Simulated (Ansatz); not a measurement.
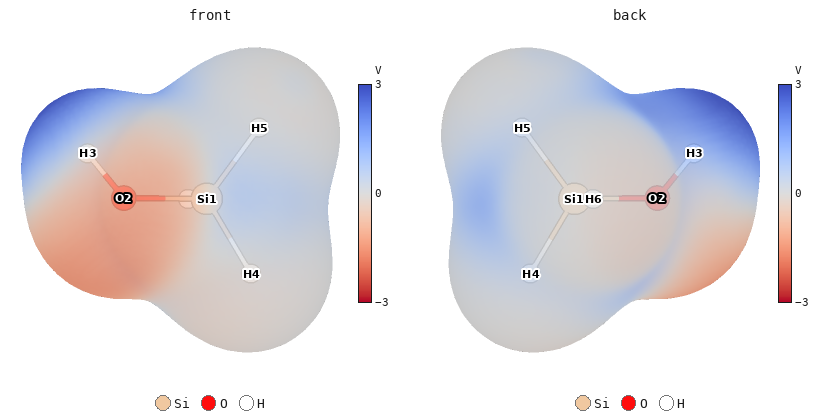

H4OSi. The electrostatic potential painted on the density surface at 0.002 e/bohr³, seen from the front and from behind; the colour scale runs from red (negative) to blue (positive).

The calculation used RKS BHLYP/6-31G* in Ansatz.

Input

```
crystal:
  periodic: [false, false, false]
  atoms:
    - { symbol: Si, position_ang: [0.230725, -0.014938, 0.04317] }
    - { symbol: O, position_ang: [0.627077, -0.103545, 1.649459] }
    - { symbol: H, position_ang: [-0.050683, -0.190959, 2.316835] }
    - { symbol: H, position_ang: [1.620829, 0.044916, -0.363281] }
    - { symbol: H, position_ang: [-0.52941, 1.19084, -0.353753] }
    - { symbol: H, position_ang: [-0.478038, -1.207713, -0.47383] }
basis:
  gaussian: { orbitals: "6-31G*" }
hamiltonian:
  xc: { name: BHLYP }
relax:
  f_tol: 0.03
  max_steps: 50
output:
  orbitals: {}
```

Run with:

```sh
ansatz run input.yaml --threads 1 --pin off --max-ram 2048MiB --backend cpu --events-out ev --progress --plain --runs-dir out
```

The fields are those of the run's last geometry, not of the input's.

### Which sites attract a positive test charge, and which a negative one?

A positive charge is drawn to the negative regions and a negative charge to the positive ones. The most negative region (about −1.6 V) lies over O2, the most positive (about +2.8 V) over H3. O2 is the likeliest acceptor of a hydrogen bond.
